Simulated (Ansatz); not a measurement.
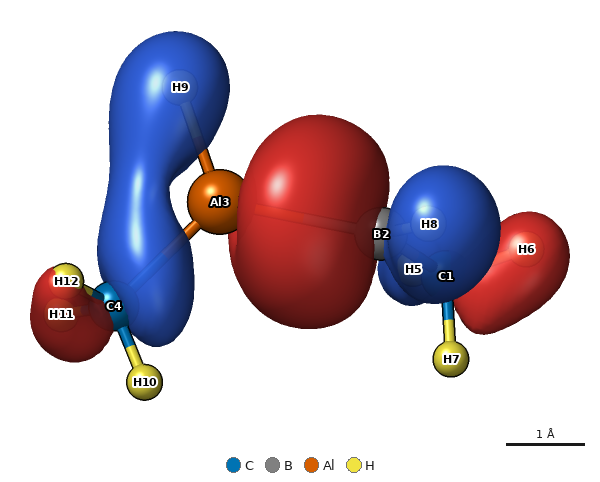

Figure 1: C2H8AlB (SMILES C[BH][AlH][CH3]). The HOMO at ±0.1 Å⁻³ᐟ² (red and blue are the two phases), seen at an oblique angle.

Geometry: PBE0-D4/def2-TZVP.

These are results of RKS PBE0-D4/def2-TZVPP in Ansatz 0.2.0, not measurements.

```xyz
12

C    -1.7789    1.4026   -0.2306
B    -0.6542    0.8896    0.7204
Al    0.3456   -0.9905    0.6258
C     1.9250   -1.3299   -0.4888
H    -2.3097    0.6591   -0.8273
H    -2.4975    2.0760    0.2455
H    -1.2240    2.0388   -0.9442
H    -0.2900    1.6886    1.5501
H    -0.1814   -2.2148    1.5138
H     2.2684   -0.4592   -1.0516
H     1.7146   -2.1314   -1.2062
H     2.7589   -1.6843    0.1271
```

Where does this orbital lie, and at what energy?

Answer. It lies mainly on B2 (about 35 %), Al3 (about 25 %), C4 (about 10 %), H8 (about 5 %), C1 (about 5 %) and H9 (about 5 %). Its energy is −6.77 eV.
